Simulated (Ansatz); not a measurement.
## SrZrSeO2 (built on the sites of a database entry of SrZrO3): a soft mode frozen in

Aim: this structure of SrZrSeO2 (built on the sites of a database entry of SrZrO3) is to be tested for unstable modes, and one is followed downhill.

Calculated with Ansatz 0.2.0; DFT PBEsol, scalar-relativistic, plane waves, PAW.

The structure was built from a prototype and need not be the compound's stable phase.

### Step 1. The starting structure

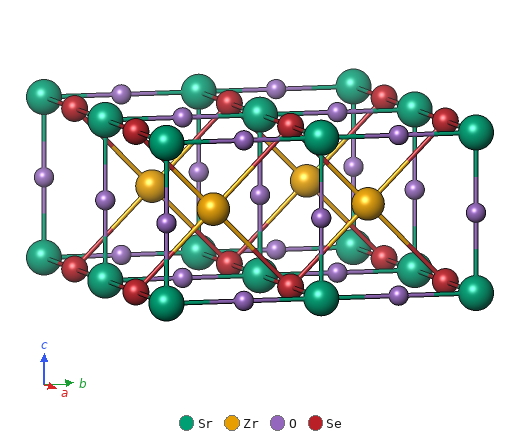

Start, viewed slightly off an axis; strontium teal, zirconium orange, oxygen purple, selenium red. 2×2×1 cells are drawn. Some periodic images of atoms are drawn too.

### Step 2. Response at finite wavevector

The cell comes from relaxations at this level that are not shown. Stability and thermal properties need the whole zone. Linear response on a 2×4×4 q mesh gives force constants as far as a supercell of that size would.

File input.yaml:

```yaml
crystal:
  lattice:
    - [5.5825277803, 0.0, 0.0]
    - [0.0, 4.2339339086, 0.0]
    - [0.0, 0.0, 4.2339339086]
  atoms:
    - { symbol: Sr, position: [0.0, 0.0, 0.0] }
    - { symbol: Zr, position: [0.5, 0.5, 0.5] }
    - { symbol: O, position: [0.0, 0.0, 0.5] }
    - { symbol: Se, position: [0.5, 0.0, 0.0] }
    - { symbol: O, position: [0.0, 0.5, 0.0] }
kpoints:
  mp_grid: { grid: [6, 8, 8] }
hamiltonian:
  xc: pbesol
scf:
  occupations: { method: methfessel_paxton, width: 0.2 }
output:
  eigenvalues: true
phonons:
  method: dfpt
  qmesh: [2, 4, 4]
  temperatures: { t_max: 1000, t_step: 50 }
  qpath:
    path:
      - [[0.0, 0.0, 0.0], [0.0, 0.0, 0.5], [0.0, 0.5, 0.5], [0.0, 0.0, 0.0], [0.5, 0.0, 0.0], [0.5, 0.0, 0.5], [0.5, 0.5, 0.5], [0.5, 0.0, 0.0]]
      - [[0.0, 0.0, 0.5], [0.5, 0.0, 0.5]]
      - [[0.0, 0.5, 0.5], [0.5, 0.5, 0.5]]
    npoints: 10
```

Started as:

```sh
> ansatz run input.yaml --threads 8 --pin off --max-ram 14336MiB --backend cpu --events-out ev --progress --plain --runs-dir out
```

Numbers of over 12 decimals in the logs are rounded to 6 here.

The log of the run:

```text
Engine: ansatz 0.2.0, aarch64-unknown-linux-gnu
Pseudopotentials: kind: paw
Pseudopotential: Sr, paw, valence charge 10, recommended cutoff 420 eV (normal), Sr.paw.azcp
Pseudopotential: Zr, paw, valence charge 12, recommended cutoff 420 eV (normal), Zr.paw.azcp
Pseudopotential: O, paw, valence charge 6, recommended cutoff 420 eV (normal), O.paw.azcp
Pseudopotential: Se, paw, valence charge 16, recommended cutoff 420 eV (normal), Se.paw.azcp
Functional definition: PBEsol
  exchange = pbesol_x
  correlation = pbesol_c
Crystal: 5 atoms, lattice volume = 100.073 Å³
Basis set: ecut = 420 eV, 1939 PW (Γ), exchange–correlation on 80×60×60 points (8 copies of the dense FFT grid, shifted against one another)
Bands: 30, of which v1, the nominal top of the filled ones, is band 25 counted from 1 (24 counted from 0)
Symmetry: 16 space group operations
k-points: 60 of 384
Non-local potential: Sr, projectors of the file, l = 0: 3, l = 1: 2, l = 2: 2
Non-local potential: Zr, projectors of the file, l = 0: 3, l = 1: 2, l = 2: 2, l = 3: 2
Non-local potential: O, projectors of the file, l = 0: 2, l = 1: 2, l = 2: 1
Non-local potential: Se, projectors of the file, l = 0: 2, l = 1: 2, l = 2: 3, l = 3: 1
PAW form: soft (Blöchl's): semilocal exchange-correlation on the pseudo side does not see the compensation charge
PAW frozen core: Sr, regenerated for the run's functional, and the local potential with it (the file was generated under x = pbe(κ = 0.804, μ = 0.219515), c = pbe(β = 0.066725))
PAW frozen core: Zr, regenerated for the run's functional, and the local potential with it (the file was generated under x = pbe(κ = 0.804, μ = 0.219515), c = pbe(β = 0.066725))
PAW frozen core: O, regenerated for the run's functional, and the local potential with it (the file was generated under x = pbe(κ = 0.804, μ = 0.219515), c = pbe(β = 0.066725))
PAW frozen core: Se, regenerated for the run's functional, and the local potential with it (the file was generated under x = pbe(κ = 0.804, μ = 0.219515), c = pbe(β = 0.066725))
PAW one-centre angular grid: Sr, 110 points (default); XC on 64 Gauss nodes
PAW one-centre angular grid: Zr, 590 points (default); XC on 64 Gauss nodes
PAW one-centre angular grid: O, 110 points (default); XC on 64 Gauss nodes
PAW one-centre angular grid: Se, 590 points (default); XC on 64 Gauss nodes
Initial density: superposition of atomic densities (neutral atoms: chi_scale 0, normalization atom), corrected by the library's trained network
Initial wavefunctions: pseudopotential atomic-orbital guess
Functional: x = pbesol(κ = 0.804, μ = 0.123457), c = pbesol(β = 0.046)
SCF iter   1: F=—  HF=-14164.280895 eV  |F-HF|=—  |Δ(HF+E_count)|=         —  Δρ=2.55e-2  dr2=1.24e0  ethr=1.77e-3  ⟨swp⟩=7.0  Hψ=18234  notcnv=0
automatic band count: the SCF goes on with 35 bands, as 30 were too few: the levels above may hold too much charge
preconditioner: auto → Kerker (q_TF=auto, 2.430 Å⁻¹)  [metal: Δε(μ)=0.008 eV  Ē_g=10.430 eV  σ=0.200 eV  W_gap=0.04  n_scr=28 (ndim 8)  ℏωp=20.3 eV  f_vac=0.002  D(μ)=7.99/eV (n_scr^D=98)]
SCF iter   2: F=—  HF=-14164.232604 eV  |F-HF|=—  |Δ(HF+E_count)|=   4.83e-2  S|Δr|=    0.00e0  Δρ=1.11e-2  dr2=2.38e-1  ethr=1.77e-3  ⟨swp⟩=1.0  Hψ=2580  notcnv=0  defer=1
SCF iter   3: F=—  HF=-14164.215727 eV  |F-HF|=—  |Δ(HF+E_count)|=   1.69e-2  S|Δr|=    0.00e0  Δρ=2.92e-3  dr2=2.82e-2  ethr=4.75e-4  ⟨swp⟩=1.0  Hψ=2021  notcnv=0  defer=2
SCF iter   4: F=—  HF=-14164.213847 eV  |F-HF|=—  |Δ(HF+E_count)|=   1.88e-3  S|Δr|=    0.00e0  Δρ=6.56e-4  dr2=1.65e-3  ethr=5.63e-5  ⟨swp⟩=1.0  Hψ=2021  notcnv=0  defer=2
SCF iter   5: F=—  HF=-14164.213617 eV  |F-HF|=—  |Δ(HF+E_count)|=   2.30e-4  S|Δr|=    0.00e0  Δρ=3.38e-4  dr2=2.89e-4  ethr=3.30e-6  ⟨swp⟩=2.0  Hψ=2335  notcnv=0  defer=2
SCF iter   6: F=—  HF=-14164.213532 eV  |F-HF|=—  |Δ(HF+E_count)|=   8.50e-5  S|Δr|=    0.00e0  Δρ=2.18e-4  dr2=9.98e-5  ethr=5.79e-7  ⟨swp⟩=2.0  Hψ=3264  notcnv=0  defer=2
SCF iter   7: F=—  HF=-14164.213523 eV  |F-HF|=—  |Δ(HF+E_count)|=   9.05e-6  S|Δr|=    0.00e0  Δρ=6.29e-5  dr2=6.42e-6  ethr=2.00e-7  ⟨swp⟩=2.3  Hψ=2723  notcnv=0  defer=2
SCF iter   8: F=—  HF=-14164.213528 eV  |F-HF|=—  |Δ(HF+E_count)|=   5.31e-6  S|Δr|=    0.00e0  Δρ=1.92e-5  dr2=5.61e-7  ethr=1.28e-8  ⟨swp⟩=2.8  Hψ=3345  notcnv=0  defer=2
SCF iter   9: F=—  HF=-14164.213525 eV  |F-HF|=—  |Δ(HF+E_count)|=   3.53e-6  S|Δr|=    0.00e0  Δρ=5.16e-6  dr2=4.11e-8  ethr=1.12e-9  ⟨swp⟩=2.4  Hψ=2800  notcnv=0  defer=2
SCF iter  10: F=—  HF=-14164.213525 eV  |F-HF|=—  |Δ(HF+E_count)|=   1.49e-8  S|Δr|=    0.00e0  Δρ=1.44e-6  dr2=2.68e-9  ethr=8.21e-11  ⟨swp⟩=2.1  Hψ=3150  notcnv=0  defer=2
[...]
SCF iter  13: F=-14164.213525 eV  HF=-14164.213525 eV  |F-HF|=5.46e-12  |Δ(HF+E_count)|=  1.82e-12  S|Δr|=    0.00e0  Δρ=3.57e-8  dr2=1.67e-12  ethr=1.00e-12  ⟨swp⟩=11.4  Hψ=10142  notcnv=0
the search or the solves at the SCF's close seem to have found levels that the self-consistency loop had missed (the run counts 1). By its estimate they hold under 1e-12 electrons; where the run keeps them, the occupations were computed again with them
SCF 1 converged in 13 iterations: F = -14164.213525 eV  dr2 = 1.67e-12
  greatest PAW one-centre occupation: 1.000 electrons in one spin orbital (limit 2), on the Se atom at site 3 (counted from 0), in its partial waves of l = 2
Initial density: read from a saved state, or passed on in memory by an earlier SCF of this step, an earlier step, the calling program or the single point that the run made first
iter 1 solved again at ethr=7.16e-8 eV; its pass at ethr=3.10e-3 eV (dr2=3.58e-5 eV) is discarded
SCF iter   1: F=—  HF=-14164.213526 eV  |F-HF|=—  |Δ(HF+E_count)|=         —  Δρ=1.60e-6  dr2=4.70e-9  ethr=7.16e-8  ⟨swp⟩=4.0  Hψ=14380  notcnv=0
eigensolver tolerance schedule: the retry pair's looser diagonalisation over-reported the residual by 7613.80 of it (diagonalisation noise at 0.21 of the residual, at the tolerance the schedule requests for it); recorded, not acted on — ethr = c·dr2/N_el stays at c = 1.0e-1
preconditioner: auto → Kerker (q_TF=auto, 2.430 Å⁻¹)  [metal: Δε(μ)=0.033 eV  Ē_g=7.807 eV  σ=0.200 eV  W_gap=0.14  n_scr=28 (ndim 8)  ℏωp=20.3 eV  f_vac=0.007  D(μ)=6.01/eV (n_scr^D=56)]
SCF iter   2: F=—  HF=-14164.213525 eV  |F-HF|=—  |Δ(HF+E_count)|=   9.76e-7  S|Δr|=    0.00e0  Δρ=8.83e-7  dr2=1.27e-9  ethr=9.41e-12  ⟨swp⟩=3.6  Hψ=4657  notcnv=0
SCF iter   3: F=—  HF=-14164.213525 eV  |F-HF|=—  |Δ(HF+E_count)|=  4.73e-11  S|Δr|=    0.00e0  Δρ=5.17e-7  dr2=4.77e-10  ethr=2.53e-12  ⟨swp⟩=1.0  Hψ=1800  notcnv=0
[...]
NSCF: frozen V_eff on 320 k-points
DFPT response loops at q = (0, 0, 0.25) (fractional): mixed as the last ones told, above
NSCF: frozen V_eff on 200 k-points
DFPT response loops at q = (0, 0, -0.5) (fractional): mixed as the last ones told, above
NSCF: frozen V_eff on 512 k-points
DFPT response loops at q = (0, 0.25, 0.25) (fractional): mixed as the last ones told, above
NSCF: frozen V_eff on 320 k-points
DFPT response loops at q = (0, 0.25, -0.5) (fractional): mixed as the last ones told, above
NSCF: frozen V_eff on 200 k-points
DFPT response loops at q = (0, -0.5, -0.5) (fractional): mixed as the last ones told, above
NSCF: frozen V_eff on 200 k-points
DFPT response loops at q = (-0.5, 0, 0) (fractional): mixed as the last ones told, above
NSCF: frozen V_eff on 320 k-points
DFPT response loops at q = (-0.5, 0, 0.25) (fractional): mixed as the last ones told, above
NSCF: frozen V_eff on 200 k-points
DFPT response loops at q = (-0.5, 0, -0.5) (fractional): mixed as the last ones told, above
NSCF: frozen V_eff on 512 k-points
DFPT response loops at q = (-0.5, 0.25, 0.25) (fractional): mixed as the last ones told, above
NSCF: frozen V_eff on 320 k-points
DFPT response loops at q = (-0.5, 0.25, -0.5) (fractional): mixed as the last ones told, above
NSCF: frozen V_eff on 200 k-points
DFPT response loops at q = (-0.5, -0.5, -0.5) (fractional): mixed as the last ones told, above
SCF converged after 13 iterations
Stability not checked: this state was not tested for a lower state beside it, because cold or Methfessel-Paxton smearing, or corrected tetrahedra, fill the levels in a way that the test cannot read (fill_not_monotonic; see scf.lower_state_search)
Free energy (F): -14164.213525 eV
Harris-Foulkes:  -14164.213525 eV  (|F-HF|=5.46e-12)
Internal energy: -14164.207185 eV  (E = F + TS)
E sigma→0 (E₀):  -14164.211940 eV
Entropy (-TS):   -0.006340 eV (-1.268 meV/atom)
Fermi energy:    8.247423 eV
--- Per-component energies (eV) ---
  E_band       = -624.004540
  E_kinetic    = 1041.776563
  E_local      = -4629.969285  (includes V_loc(G=0)·N_el)
  E_nonlocal   = -208.885414
  E_hartree    = 1890.714464
  E_xc         = -579.066681
  E_vxc        = -634.163800  (∫ρ·V_xc dr)
  E_paw        = -7715.267646  (= ΣΔE_a)
  E_vpaw       = 25.804362  (= ΣTr[D̂ρ^β])
  E_aug_tail   = 0.004142  (compensation charges beyond the density's cutoff)
  E_ewald      = -3964.892421
  E_core_change = 1.379094  (= ΣΔE_core)
  E_smearing   = -0.006340  (= −TS)
  E_closure    = -0.000000  (closes the sum)
  Σ components = -14164.213525   (vs F -14164.213525, Δ=0.00e0)
--- Band table (eV; the first three rows and the last of 60) ---
  k-point 0: bands = [... 21 lower, 7.0269, 7.0269, 7.3660, 7.9987, 8.2382, 8.2988, 8.2988, 8.6942, ... 6 higher]
  k-point 1: bands = [... 21 lower, 6.9097, 7.2427, 7.2898, 8.1983, 8.3276, 8.4319, 8.5294, 8.5320, ... 6 higher]
  k-point 2: bands = [... 21 lower, 6.6979, 7.0820, 7.2424, 7.7914, 8.3996, 8.6961, 8.7621, 8.9458, ... 6 higher]
  k-point 59: bands = [... 21 lower, 5.7610, 6.7985, 6.7985, 7.8358, 7.8358, 7.9307, 8.5018, 9.0598, ... 6 higher]
--- Phonons (Γ-DFPT): 9 representative perturbations + reference (Σ response iterations 27) ---
  ASR residual: 8.349e-5 → 0.000e0 eV/Å²; symmetrization residual: 2.232e-6 eV/Å²
  ASR residual per site (eV/Å²): 8.35e-5 5.14e-6 3.70e-5 4.72e-6 3.70e-5
  Γ frequencies (cm⁻¹): -301.26 -249.91 -192.21 -192.21 -116.38 -116.38 0.00 0.00 0.00 78.19 78.19 110.02 279.55 689.87 689.87
--- Phonons (arbitrary-q DFPT): 12 irreducible q on the 2×4×4 mesh ---
  q = [0.0000, 0.0000, 0.0000] (star 1, of the zone-centre solve; hermiticity 1.84e-7, symmetrization 1.14e-13): -301.26 -249.91 -192.21 -192.21 -116.38 -116.38 -0.00 -0.00 0.00 78.19 78.19 110.02 279.55 689.87 689.87
  q = [0.0000, 0.0000, 0.2500] (star 4, 15 solved perturbations on 160 of 384 k-point pairs; hermiticity 2.76e-7, symmetrization 3.25e-14): -293.22 -260.06 -187.34 -171.96 -75.72 -65.06 -17.97 22.30 54.84 70.85 84.50 174.95 277.60 621.21 689.59
  q = [0.0000, 0.0000, -0.5000] (star 2, 15 solved perturbations on 100 of 384 k-point pairs; hermiticity 2.31e-7, symmetrization 5.02e-14): -281.36 -264.25 -185.64 -140.59 -57.94 -38.86 -17.06 30.61 58.68 60.95 79.16 273.69 276.89 645.72 689.28
  q = [0.0000, 0.2500, 0.2500] (star 4, 9 solved perturbations in 1968 linear systems a pass and spin channel, the states on 256 of 384 k-point pairs; hermiticity 1.80e-7, symmetrization 3.91e-14): -289.59 -267.62 -234.88 -124.10 -113.15 -48.48 23.33 34.04 64.49 66.49 171.55 175.25 276.10 613.11 627.52
  q = [0.0000, 0.2500, -0.5000] (star 4, 15 solved perturbations on 160 of 384 k-point pairs; hermiticity 1.66e-7, symmetrization 4.47e-14): -278.87 -274.01 -250.37 -113.53 -111.17 -74.36 -18.63 56.66 56.71 78.06 171.37 272.67 275.45 614.66 649.84
  q = [0.0000, -0.5000, -0.5000] (star 1, 9 solved perturbations in 780 linear systems a pass and spin channel, the states on 100 of 384 k-point pairs; hermiticity 2.07e-7, symmetrization 5.61e-14): -283.22 -276.59 -276.59 -135.48 -135.48 -100.63 20.37 20.37 55.88 114.45 271.32 271.32 274.68 617.55 670.93
  q = [-0.5000, 0.0000, 0.0000] (star 1, 9 solved perturbations in 780 linear systems a pass and spin channel, the states on 100 of 384 k-point pairs; hermiticity 2.03e-7, symmetrization 3.91e-13): -307.74 -181.90 -174.34 -174.34 -119.91 -119.91 -80.61 -25.44 -25.44 66.06 66.06 200.49 216.65 689.53 689.53
  q = [-0.5000, 0.0000, 0.2500] (star 4, 15 solved perturbations on 160 of 384 k-point pairs; hermiticity 2.14e-7, symmetrization 6.00e-13): -300.77 -226.70 -192.11 -172.47 -74.69 -35.70 -22.74 -16.98 58.00 65.39 184.84 197.42 215.57 619.99 689.60
  q = [-0.5000, 0.0000, -0.5000] (star 2, 15 solved perturbations on 100 of 384 k-point pairs; hermiticity 2.37e-7, symmetrization 7.41e-14): -274.05 -264.29 -200.39 -171.68 -67.78 36.86 54.49 64.24 82.61 99.79 197.55 215.03 277.65 643.35 689.65
  q = [-0.5000, 0.2500, 0.2500] (star 4, 9 solved perturbations in 1968 linear systems a pass and spin channel, the states on 256 of 384 k-point pairs; hermiticity 1.68e-7, symmetrization 3.74e-14): -303.44 -252.93 -230.07 -171.25 -124.77 -40.37 53.32 66.25 103.42 170.55 188.30 193.01 215.28 612.75 627.15
  q = [-0.5000, 0.2500, -0.5000] (star 4, 15 solved perturbations on 160 of 384 k-point pairs; hermiticity 1.36e-7, symmetrization 3.83e-14): -285.52 -282.95 -249.91 -170.21 -103.57 -93.49 45.09 70.55 150.24 172.45 190.88 215.37 275.43 614.81 648.59
  q = [-0.5000, -0.5000, -0.5000] (star 1, 9 solved perturbations in 780 linear systems a pass and spin channel, the states on 100 of 384 k-point pairs; hermiticity 1.29e-7, symmetrization 2.56e-13): -291.65 -291.65 -284.16 -167.92 -131.98 -131.98 59.80 59.80 173.63 187.24 215.68 272.91 272.91 616.81 669.79
  sum rule: each row above includes the acoustic sum rule's correction from the zone centre's row sums; it moved no ω² by more than (0.79 cm⁻¹)²
  mesh force constants: q→R imaginary residual 1.20e-18; ASR residual 8.349e-5 → 0.000e0 eV/Å²; symmetrization residual 7.105e-15 eV/Å²
  interpolated dispersion: 93 rows × 15 modes
  density of states and harmonic sums: on the 12×16×16 q-mesh, interpolated from the force constants of a 2×4×4 supercell (no non-analytic term)
  largest difference from the sums on the solved wave vectors: F 1.24e-1 eV, S 1.64e-4 and C_V 4.01e-5 eV/K
  zero-point energy: 0.135259 eV/cell   skipped modes (ω ≤ 0): 1989, of them read as no rigid motion or as one in doubt: 1986 (6.221e0 modes/cell left out, lowest -307.74 cm⁻¹)   left out of the sums: 4.15e-1 of the cell's modes: C_V's classical limit lies that fraction below 3 k_B per atom; for a crystal, a wire or a layer, F and S can be off by more, and a phonons.interpolated_qmesh denser along its periods is the remedy for the sampling
```

Run time: 14 min. Hardware: 8 threads of Arm Neoverse V2, shared host; peak memory 2.5 GiB; 1.8 h of CPU time.

Numbers from this step:

```yaml
volume_per_atom: 20.01 Å³
gap_on_the_k_mesh: 0 eV
sum_rule_residual_before_enforcement: 8.35e-5 eV/Å²
lowest_frequency_on_the_path: -307.7 cm⁻¹
point_group: 4/mmm
highest_frequency_on_the_path_or_at_a_solved_wavevector: 689.9 cm⁻¹
highest_optical_mode_at_the_zone_centre_no_lo_to_term: 689.9 cm⁻¹
lowest_optical_zone_centre_mode: -301.3 cm⁻¹
lowest_mode_on_the_q_mesh_acoustic_modes_at_gamma_apart: -307.7 cm⁻¹
```

Frequencies (cm⁻¹) solved at each irreducible wavevector; negative means imaginary. Frequencies by wavevector, by row:

```
q in reciprocal lattice units  star  mode 1  mode 2  mode 3  mode 4  mode 13  mode 14  mode 15
                        0 0 0     1  -301.3  -249.9  -192.2  -192.2    279.6    689.9    689.9
                     0 0 0.25     4  -293.2  -260.1  -187.3    -172    277.6    621.2    689.6
                     0 0 -0.5     2  -281.4  -264.2  -185.6  -140.6    276.9    645.7    689.3
                  0 0.25 0.25     4  -289.6  -267.6  -234.9  -124.1    276.1    613.1    627.5
                  0 0.25 -0.5     4  -278.9    -274  -250.4  -113.5    275.4    614.7    649.8
                  0 -0.5 -0.5     1  -283.2  -276.6  -276.6  -135.5    274.7    617.5    670.9
                     -0.5 0 0     1  -307.7  -181.9  -174.3  -174.3    216.7    689.5    689.5
                  -0.5 0 0.25     4  -300.8  -226.7  -192.1  -172.5    215.6      620    689.6
                  -0.5 0 -0.5     2  -274.1  -264.3  -200.4  -171.7    277.6    643.4    689.6
               -0.5 0.25 0.25     4  -303.4  -252.9  -230.1  -171.2    215.3    612.8    627.1
               -0.5 0.25 -0.5     4  -285.5  -282.9  -249.9  -170.2    275.4    614.8    648.6
               -0.5 -0.5 -0.5     1  -291.6  -291.6  -284.2  -167.9    272.9    616.8    669.8
```

Interpolated from a 2×4×4 q mesh. Phonon branches along the path, in cm⁻¹:

```
    point  branch 1  branch 2  branch 3  branch 4  branch 12  branch 13  branch 14  branch 15
        Γ      -301      -250      -192      -192        110        280        690        690
        X      -281      -264      -186      -141        274        277        646        689
        M      -283      -277      -277      -136        271        275        618        671
        Γ      -301      -250      -192      -192        110        280        690        690
        Z      -308      -182      -174      -174        200        217        690        690
        R      -274      -264      -200      -172        215        278        643        690
        A      -292      -292      -284      -168        273        273        617        670
        Z      -308      -182      -174      -174        200        217        690        690
jump to X      -281      -264      -186      -141        274        277        646        689
        R      -274      -264      -200      -172        215        278        643        690
jump to M      -283      -277      -277      -136        271        275        618        671
        A      -292      -292      -284      -168        273        273        617        670
```

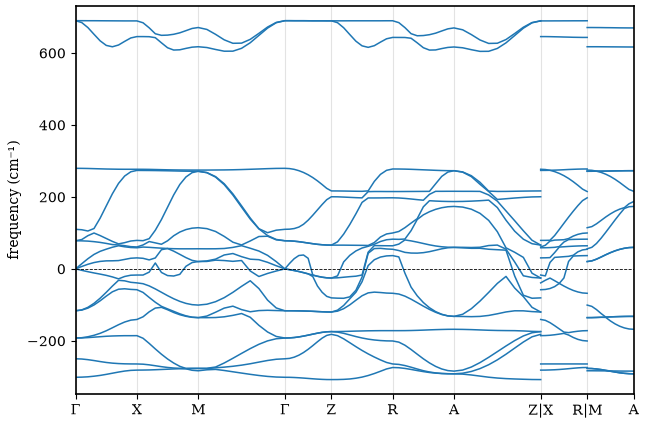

Phonon branches along the path.

Symmetry leaves 12 wavevectors to solve. The lowest mode among them, the acoustic zeros apart, lies at q = (-0.5, 0, 0) and is imaginary, 307.7i cm⁻¹, so the energy falls along it.

[end of part 1 of 2]

[Logs are printed without paths, hosts, clocks, repeated set-up lines and the standing remarks that a program may print on its own settings, such as how far it seeks lower states.]

[Hosts, paths, dates, database ids (printed as entryN), source tags and the programs' standing remarks are cut or masked in the printed files.]
